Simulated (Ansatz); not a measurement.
# Molecular dynamics, with input and output: SiH₅F (part 1 of 4)

- system: SiH₅F
- method: UKS LDA/def2-mTZVP (Ansatz 0.2.0)

It belongs to a series of runs on one base structure; here: dynamics from the start.

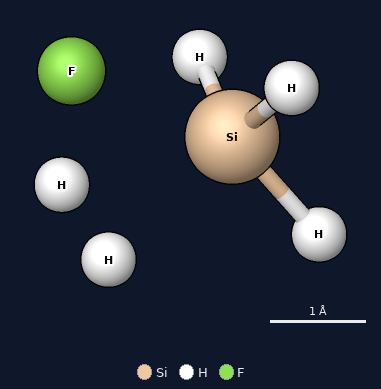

The input geometry (ball-and-stick view, seen at a tilt). Bond lengths as drawn: H–Si 1.45 to 1.47 Å.

## Key numbers

| quantity | value |
| --- | --- |
| outcome | finished |
| mean temperature over the second half | 3140 K |
| trajectory | 150 steps, 75 fs |
| ensemble | nve |
| temperature in the input | 1000.0 K |
| time step | 0.5 fs |
| potential energy (last step) | −10625.7899 eV |
| mean-field energy (last step) | −10625.7899 eV |
| largest force (length of the vector) (last step) | 4.848 eV/Å |
| hardware | 1 thread of Intel Xeon (Sapphire Rapids), 64 GiB of memory available, shared host |
| wall time | 83 s |
| peak memory | 0.12 GiB |

## Remarks

So short a trajectory is not equilibrated.

## The input
```yaml
crystal:
  periodic: [false, false, false]
  atoms:
    - { symbol: Si, position_ang: [-0.4014, 0.3825, -0.1037] }
    - { symbol: H, position_ang: [0.6961, -0.9787, -0.7804] }
    - { symbol: H, position_ang: [-1.0119, 0.5932, -1.4257] }
    - { symbol: H, position_ang: [-1.4599, -0.1106, 0.7501] }
    - { symbol: H, position_ang: [0.3415, 1.5874, 0.188] }
    - { symbol: H, position_ang: [1.0044, -1.0017, 0.1496] }
    - { symbol: F, position_ang: [0.8311, -0.472, 1.222] }
magnetization:
  spin_polarized: true
basis:
  gaussian: { orbitals: def2-mTZVP }
hamiltonian:
  xc: lda
md:
  timestep: 0.5
  n_steps: 150
  ensemble: nve
  temperature: 1000.0
  initial_velocities: maxwell_boltzmann
  seed: 52194
```

Launched with:
```bash
ansatz run input.yaml --threads 1 --pin off --max-ram 2048MiB --backend cpu --events-out ev --progress --plain --runs-dir out
```

## Output
```
Engine: ansatz 0.2.0, x86_64-unknown-linux-gnu
Functional definition: SPW92
  exchange = slater_x
  correlation = pw_c
577 factors; their error is unknown
mean field evaluation 1: about -10622.7811 eV, gradient 2.3e1 eV
mean field evaluation 2: about -10614.8291 eV, gradient 5.8e1 eV
mean field evaluation 4: about -10624.6203 eV, gradient 1.4e0 eV
mean field evaluation 8: about -10624.6239 eV, gradient 2.7e-2 eV
mean field -10624.62392722 eV, -390.4477276967 hartree, gradient 8.6e-6 eV, S^2 0.000000; 0 other end points of the search recorded, 0 dependent functions left out
the calculation of the forces begins
reference -10624.62395942 eV, -390.4477288798 hartree; 14, 14 occupied and 42, 42 virtual orbitals, 577 factors
md step     0: t =     0.00 fs  T =  1000.0 K  F+E_penalty+E_count = -10624.62392722 eV  E_kin = 0.646300 eV  conserved = -10623.97762723 eV  (24 SCF iters)
these checks for a lower state are left out or cut short: starts, cluster_reference, orbital_swaps, neighbouring_geometries, increment
577 factors; their error is unknown
mean field evaluation 16: about -10624.6406 eV, gradient 4.8e-3 eV
mean field -10624.63381997 eV, -390.4480912485 hartree, gradient 6.8e-5 eV, S^2 0.000000; 0 other end points of the search recorded, 0 dependent functions left out
the calculation of the forces begins
reference -10624.63385222 eV, -390.4480924336 hartree; 14, 14 occupied and 42, 42 virtual orbitals, 577 factors
md step     1: t =     0.50 fs  T =  1015.2 K  F+E_penalty+E_count = -10624.63381997 eV  E_kin = 0.656146 eV  conserved = -10623.97767366 eV  (23 SCF iters)
[... from here on the SCF iterations and repeated set-up lines of each step are left out, up to the last step ...]
md step     2: t =     1.00 fs  T =   997.5 K  F+E_penalty+E_count = -10624.62198623 eV  E_kin = 0.644676 eV  conserved = -10623.97731054 eV  (24 SCF iters)
md step     3: t =     1.50 fs  T =   955.5 K  F+E_penalty+E_count = -10624.59418622 eV  E_kin = 0.617551 eV  conserved = -10623.97663536 eV  (24 SCF iters)
md step     4: t =     2.00 fs  T =   905.1 K  F+E_penalty+E_count = -10624.56084974 eV  E_kin = 0.584978 eV  conserved = -10623.97587205 eV  (24 SCF iters)
md step     5: t =     2.50 fs  T =   863.9 K  F+E_penalty+E_count = -10624.53364395 eV  E_kin = 0.558339 eV  conserved = -10623.97530460 eV  (24 SCF iters)
md step     6: t =     3.00 fs  T =   844.9 K  F+E_penalty+E_count = -10624.52123091 eV  E_kin = 0.546088 eV  conserved = -10623.97514274 eV  (23 SCF iters)
md step     7: t =     3.50 fs  T =   852.2 K  F+E_penalty+E_count = -10624.52616369 eV  E_kin = 0.550759 eV  conserved = -10623.97540461 eV  (23 SCF iters)
md step     8: t =     4.00 fs  T =   879.9 K  F+E_penalty+E_count = -10624.54457981 eV  E_kin = 0.568665 eV  conserved = -10623.97591436 eV  (25 SCF iters)
md step     9: t =     4.50 fs  T =   916.5 K  F+E_penalty+E_count = -10624.56872371 eV  E_kin = 0.592304 eV  conserved = -10623.97641941 eV  (25 SCF iters)
md step    10: t =     5.00 fs  T =   949.9 K  F+E_penalty+E_count = -10624.59065062 eV  E_kin = 0.613922 eV  conserved = -10623.97672894 eV  (24 SCF iters)
md step    11: t =     5.50 fs  T =   972.2 K  F+E_penalty+E_count = -10624.60512057 eV  E_kin = 0.628340 eV  conserved = -10623.97678018 eV  (24 SCF iters)
md step    12: t =     6.00 fs  T =   981.0 K  F+E_penalty+E_count = -10624.61066274 eV  E_kin = 0.634041 eV  conserved = -10623.97662155 eV  (24 SCF iters)
md step    13: t =     6.50 fs  T =   978.9 K  F+E_penalty+E_count = -10624.60898848 eV  E_kin = 0.632633 eV  conserved = -10623.97635538 eV  (23 SCF iters)
md step    14: t =     7.00 fs  T =   970.8 K  F+E_penalty+E_count = -10624.60354555 eV  E_kin = 0.627458 eV  conserved = -10623.97608723 eV  (23 SCF iters)
md step    15: t =     7.50 fs  T =   962.5 K  F+E_penalty+E_count = -10624.59796944 eV  E_kin = 0.622072 eV  conserved = -10623.97589789 eV  (23 SCF iters)
md step    16: t =     8.00 fs  T =   957.8 K  F+E_penalty+E_count = -10624.59487633 eV  E_kin = 0.619043 eV  conserved = -10623.97583382 eV  (23 SCF iters)
md step    17: t =     8.50 fs  T =   958.2 K  F+E_penalty+E_count = -10624.59516796 eV  E_kin = 0.619262 eV  conserved = -10623.97590634 eV  (24 SCF iters)
md step    18: t =     9.00 fs  T =   962.1 K  F+E_penalty+E_count = -10624.59788750 eV  E_kin = 0.621799 eV  conserved = -10623.97608863 eV  (27 SCF iters)
md step    19: t =     9.50 fs  T =   966.0 K  F+E_penalty+E_count = -10624.60065995 eV  E_kin = 0.624348 eV  conserved = -10623.97631240 eV  (25 SCF iters)
md step    20: t =    10.00 fs  T =   966.0 K  F+E_penalty+E_count = -10624.60077285 eV  E_kin = 0.624309 eV  conserved = -10623.97646427 eV  (27 SCF iters)
md step    21: t =    10.50 fs  T =   960.1 K  F+E_penalty+E_count = -10624.59690449 eV  E_kin = 0.620503 eV  conserved = -10623.97640111 eV  (27 SCF iters)
md step    22: t =    11.00 fs  T =   951.9 K  F+E_penalty+E_count = -10624.59119286 eV  E_kin = 0.615182 eV  conserved = -10623.97601045 eV  (27 SCF iters)
md step    23: t =    11.50 fs  T =   952.1 K  F+E_penalty+E_count = -10624.59068551 eV  E_kin = 0.615362 eV  conserved = -10623.97532340 eV  (27 SCF iters)
md step    24: t =    12.00 fs  T =   977.8 K  F+E_penalty+E_count = -10624.60656188 eV  E_kin = 0.631961 eV  conserved = -10623.97460090 eV  (27 SCF iters)
md step    25: t =    12.50 fs  T =  1045.7 K  F+E_penalty+E_count = -10624.65007325 eV  E_kin = 0.675832 eV  conserved = -10623.97424120 eV  (27 SCF iters)
md step    26: t =    13.00 fs  T =  1163.9 K  F+E_penalty+E_count = -10624.72672414 eV  E_kin = 0.752233 eV  conserved = -10623.97449118 eV  (26 SCF iters)
md step    27: t =    13.50 fs  T =  1326.8 K  F+E_penalty+E_count = -10624.83277090 eV  E_kin = 0.857529 eV  conserved = -10623.97524216 eV  (26 SCF iters)
md step    28: t =    14.00 fs  T =  1517.4 K  F+E_penalty+E_count = -10624.95682941 eV  E_kin = 0.980680 eV  conserved = -10623.97614983 eV  (26 SCF iters)
md step    29: t =    14.50 fs  T =  1714.4 K  F+E_penalty+E_count = -10625.08495112 eV  E_kin = 1.108038 eV  conserved = -10623.97691277 eV  (26 SCF iters)
md step    30: t =    15.00 fs  T =  1899.8 K  F+E_penalty+E_count = -10625.20525103 eV  E_kin = 1.227840 eV  conserved = -10623.97741127 eV  (26 SCF iters)
md step    31: t =    15.50 fs  T =  2061.4 K  F+E_penalty+E_count = -10625.30994603 eV  E_kin = 1.332282 eV  conserved = -10623.97766372 eV  (26 SCF iters)
md step    32: t =    16.00 fs  T =  2193.3 K  F+E_penalty+E_count = -10625.39525852 eV  E_kin = 1.417527 eV  conserved = -10623.97773120 eV  (26 SCF iters)
md step    33: t =    16.50 fs  T =  2294.4 K  F+E_penalty+E_count = -10625.46054647 eV  E_kin = 1.482890 eV  conserved = -10623.97765690 eV  (25 SCF iters)
md step    34: t =    17.00 fs  T =  2367.5 K  F+E_penalty+E_count = -10625.50758255 eV  E_kin = 1.530124 eV  conserved = -10623.97745832 eV  (25 SCF iters)
md step    35: t =    17.50 fs  T =  2418.4 K  F+E_penalty+E_count = -10625.54015520 eV  E_kin = 1.563002 eV  conserved = -10623.97715344 eV  (25 SCF iters)
md step    36: t =    18.00 fs  T =  2455.3 K  F+E_penalty+E_count = -10625.56365450 eV  E_kin = 1.586862 eV  conserved = -10623.97679251 eV  (25 SCF iters)
md step    37: t =    18.50 fs  T =  2487.7 K  F+E_penalty+E_count = -10625.58423597 eV  E_kin = 1.607780 eV  conserved = -10623.97645572 eV  (25 SCF iters)
md step    38: t =    19.00 fs  T =  2524.4 K  F+E_penalty+E_count = -10625.60767385 eV  E_kin = 1.631488 eV  conserved = -10623.97618628 eV  (25 SCF iters)
md step    39: t =    19.50 fs  T =  2573.0 K  F+E_penalty+E_count = -10625.63884811 eV  E_kin = 1.662929 eV  conserved = -10623.97591867 eV  (25 SCF iters)
md step    40: t =    20.00 fs  T =  2641.4 K  F+E_penalty+E_count = -10625.68267306 eV  E_kin = 1.707108 eV  conserved = -10623.97556509 eV  (26 SCF iters)
md step    41: t =    20.50 fs  T =  2738.2 K  F+E_penalty+E_count = -10625.74497136 eV  E_kin = 1.769681 eV  conserved = -10623.97528997 eV  (26 SCF iters)
md step    42: t =    21.00 fs  T =  2868.7 K  F+E_penalty+E_count = -10625.82960281 eV  E_kin = 1.854049 eV  conserved = -10623.97555417 eV  (26 SCF iters)
md step    43: t =    21.50 fs  T =  3025.4 K  F+E_penalty+E_count = -10625.93186681 eV  E_kin = 1.955303 eV  conserved = -10623.97656408 eV  (26 SCF iters)
md step    44: t =    22.00 fs  T =  3184.4 K  F+E_penalty+E_count = -10626.03590828 eV  E_kin = 2.058077 eV  conserved = -10623.97783166 eV  (25 SCF iters)
md step    45: t =    22.50 fs  T =  3316.1 K  F+E_penalty+E_count = -10626.12184033 eV  E_kin = 2.143200 eV  conserved = -10623.97864045 eV  (26 SCF iters)
md step    46: t =    23.00 fs  T =  3400.3 K  F+E_penalty+E_count = -10626.17630293 eV  E_kin = 2.197582 eV  conserved = -10623.97872076 eV  (24 SCF iters)
md step    47: t =    23.50 fs  T =  3432.9 K  F+E_penalty+E_count = -10626.19696594 eV  E_kin = 2.218676 eV  conserved = -10623.97828961 eV  (25 SCF iters)
md step    48: t =    24.00 fs  T =  3422.7 K  F+E_penalty+E_count = -10626.18979481 eV  E_kin = 2.212092 eV  conserved = -10623.97770236 eV  (24 SCF iters)
md step    49: t =    24.50 fs  T =  3383.2 K  F+E_penalty+E_count = -10626.16378965 eV  E_kin = 2.186580 eV  conserved = -10623.97720933 eV  (25 SCF iters)
md step    50: t =    25.00 fs  T =  3326.7 K  F+E_penalty+E_count = -10626.12696399 eV  E_kin = 2.150052 eV  conserved = -10623.97691200 eV  (25 SCF iters)
md step    51: t =    25.50 fs  T =  3261.2 K  F+E_penalty+E_count = -10626.08451898 eV  E_kin = 2.107713 eV  conserved = -10623.97680629 eV  (25 SCF iters)
md step    52: t =    26.00 fs  T =  3190.3 K  F+E_penalty+E_count = -10626.03872342 eV  E_kin = 2.061896 eV  conserved = -10623.97682775 eV  (25 SCF iters)
md step    53: t =    26.50 fs  T =  3114.6 K  F+E_penalty+E_count = -10625.98986389 eV  E_kin = 2.012996 eV  conserved = -10623.97686774 eV  (25 SCF iters)
md step    54: t =    27.00 fs  T =  3034.5 K  F+E_penalty+E_count = -10625.93799510 eV  E_kin = 1.961229 eV  conserved = -10623.97676659 eV  (25 SCF iters)
md step    55: t =    27.50 fs  T =  2954.0 K  F+E_penalty+E_count = -10625.88550422 eV  E_kin = 1.909177 eV  conserved = -10623.97632770 eV  (25 SCF iters)
md step    56: t =    28.00 fs  T =  2885.1 K  F+E_penalty+E_count = -10625.84006770 eV  E_kin = 1.864622 eV  conserved = -10623.97544610 eV  (24 SCF iters)
md step    57: t =    28.50 fs  T =  2849.3 K  F+E_penalty+E_count = -10625.81585406 eV  E_kin = 1.841478 eV  conserved = -10623.97437611 eV  (24 SCF iters)
md step    58: t =    29.00 fs  T =  2870.8 K  F+E_penalty+E_count = -10625.82920699 eV  E_kin = 1.855390 eV  conserved = -10623.97381704 eV  (24 SCF iters)
md step    59: t =    29.50 fs  T =  2961.3 K  F+E_penalty+E_count = -10625.88825087 eV  E_kin = 1.913885 eV  conserved = -10623.97436624 eV  (25 SCF iters)
md step    60: t =    30.00 fs  T =  3108.0 K  F+E_penalty+E_count = -10625.98447393 eV  E_kin = 2.008670 eV  conserved = -10623.97580424 eV  (24 SCF iters)
md step    61: t =    30.50 fs  T =  3278.1 K  F+E_penalty+E_count = -10626.09592265 eV  E_kin = 2.118631 eV  conserved = -10623.97729131 eV  (24 SCF iters)
md step    62: t =    31.00 fs  T =  3436.7 K  F+E_penalty+E_count = -10626.19933632 eV  E_kin = 2.221135 eV  conserved = -10623.97820131 eV  (24 SCF iters)
md step    63: t =    31.50 fs  T =  3560.7 K  F+E_penalty+E_count = -10626.27975568 eV  E_kin = 2.301294 eV  conserved = -10623.97846185 eV  (25 SCF iters)
md step    64: t =    32.00 fs  T =  3642.2 K  F+E_penalty+E_count = -10626.33222270 eV  E_kin = 2.353924 eV  conserved = -10623.97829874 eV  (25 SCF iters)
md step    65: t =    32.50 fs  T =  3683.6 K  F+E_penalty+E_count = -10626.35867158 eV  E_kin = 2.380733 eV  conserved = -10623.97793899 eV  (22 SCF iters)
md step    66: t =    33.00 fs  T =  3693.1 K  F+E_penalty+E_count = -10626.36436578 eV  E_kin = 2.386849 eV  conserved = -10623.97751662 eV  (23 SCF iters)
md step    67: t =    33.50 fs  T =  3680.1 K  F+E_penalty+E_count = -10626.35557027 eV  E_kin = 2.378460 eV  conserved = -10623.97711001 eV  (23 SCF iters)
md step    68: t =    34.00 fs  T =  3653.6 K  F+E_penalty+E_count = -10626.33814115 eV  E_kin = 2.361349 eV  conserved = -10623.97679246 eV  (23 SCF iters)
md step    69: t =    34.50 fs  T =  3620.2 K  F+E_penalty+E_count = -10626.31637507 eV  E_kin = 2.339742 eV  conserved = -10623.97663351 eV  (25 SCF iters)
md step    70: t =    35.00 fs  T =  3582.7 K  F+E_penalty+E_count = -10626.29213735 eV  E_kin = 2.315506 eV  conserved = -10623.97663185 eV  (25 SCF iters)
md step    71: t =    35.50 fs  T =  3541.0 K  F+E_penalty+E_count = -10626.26519943 eV  E_kin = 2.288567 eV  conserved = -10623.97663282 eV  (25 SCF iters)
md step    72: t =    36.00 fs  T =  3495.9 K  F+E_penalty+E_count = -10626.23576269 eV  E_kin = 2.259387 eV  conserved = -10623.97637616 eV  (24 SCF iters)
md step    73: t =    36.50 fs  T =  3454.0 K  F+E_penalty+E_count = -10626.20811510 eV  E_kin = 2.232323 eV  conserved = -10623.97579167 eV  (25 SCF iters)
md step    74: t =    37.00 fs  T =  3428.4 K  F+E_penalty+E_count = -10626.19108427 eV  E_kin = 2.215787 eV  conserved = -10623.97529706 eV  (24 SCF iters)
md step    75: t =    37.50 fs  T =  3428.9 K  F+E_penalty+E_count = -10626.19162722 eV  E_kin = 2.216129 eV  conserved = -10623.97549843 eV  (26 SCF iters)
md step    76: t =    38.00 fs  T =  3450.2 K  F+E_penalty+E_count = -10626.20630036 eV  E_kin = 2.229886 eV  conserved = -10623.97641417 eV  (25 SCF iters)
md step    77: t =    38.50 fs  T =  3471.7 K  F+E_penalty+E_count = -10626.22112851 eV  E_kin = 2.243750 eV  conserved = -10623.97737832 eV  (24 SCF iters)
md step    78: t =    39.00 fs  T =  3471.0 K  F+E_penalty+E_count = -10626.22110832 eV  E_kin = 2.243310 eV  conserved = -10623.97779861 eV  (25 SCF iters)
md step    79: t =    39.50 fs  T =  3437.2 K  F+E_penalty+E_count = -10626.19911136 eV  E_kin = 2.221489 eV  conserved = -10623.97762208 eV  (25 SCF iters)
md step    80: t =    40.00 fs  T =  3373.2 K  F+E_penalty+E_count = -10626.15724328 eV  E_kin = 2.180111 eV  conserved = -10623.97713185 eV  (25 SCF iters)
md step    81: t =    40.50 fs  T =  3290.0 K  F+E_penalty+E_count = -10626.10292900 eV  E_kin = 2.126319 eV  conserved = -10623.97661013 eV  (24 SCF iters)
md step    82: t =    41.00 fs  T =  3200.3 K  F+E_penalty+E_count = -10626.04454874 eV  E_kin = 2.068344 eV  conserved = -10623.97620460 eV  (24 SCF iters)
md step    83: t =    41.50 fs  T =  3114.6 K  F+E_penalty+E_count = -10625.98889814 eV  E_kin = 2.012946 eV  conserved = -10623.97595246 eV  (25 SCF iters)
md step    84: t =    42.00 fs  T =  3039.6 K  F+E_penalty+E_count = -10625.94035837 eV  E_kin = 1.964516 eV  conserved = -10623.97584209 eV  (25 SCF iters)
md step    85: t =    42.50 fs  T =  2978.6 K  F+E_penalty+E_count = -10625.90094071 eV  E_kin = 1.925091 eV  conserved = -10623.97584950 eV  (25 SCF iters)
md step    86: t =    43.00 fs  T =  2931.7 K  F+E_penalty+E_count = -10625.87070005 eV  E_kin = 1.894778 eV  conserved = -10623.97592250 eV  (27 SCF iters)
md step    87: t =    43.50 fs  T =  2897.7 K  F+E_penalty+E_count = -10625.84872352 eV  E_kin = 1.872790 eV  conserved = -10623.97593321 eV  (27 SCF iters)
md step    88: t =    44.00 fs  T =  2877.2 K  F+E_penalty+E_count = -10625.83524390 eV  E_kin = 1.859547 eV  conserved = -10623.97569650 eV  (27 SCF iters)
md step    89: t =    44.50 fs  T =  2876.6 K  F+E_penalty+E_count = -10625.83430285 eV  E_kin = 1.859121 eV  conserved = -10623.97518140 eV  (25 SCF iters)
md step    90: t =    45.00 fs  T =  2907.2 K  F+E_penalty+E_count = -10625.85372308 eV  E_kin = 1.878931 eV  conserved = -10623.97479227 eV  (27 SCF iters)
md step    91: t =    45.50 fs  T =  2976.4 K  F+E_penalty+E_count = -10625.89883726 eV  E_kin = 1.923666 eV  conserved = -10623.97517171 eV  (26 SCF iters)
md step    92: t =    46.00 fs  T =  3074.4 K  F+E_penalty+E_count = -10625.96340140 eV  E_kin = 1.986973 eV  conserved = -10623.97642825 eV  (26 SCF iters)
md step    93: t =    46.50 fs  T =  3172.6 K  F+E_penalty+E_count = -10626.02829694 eV  E_kin = 2.050435 eV  conserved = -10623.97786242 eV  (26 SCF iters)
```
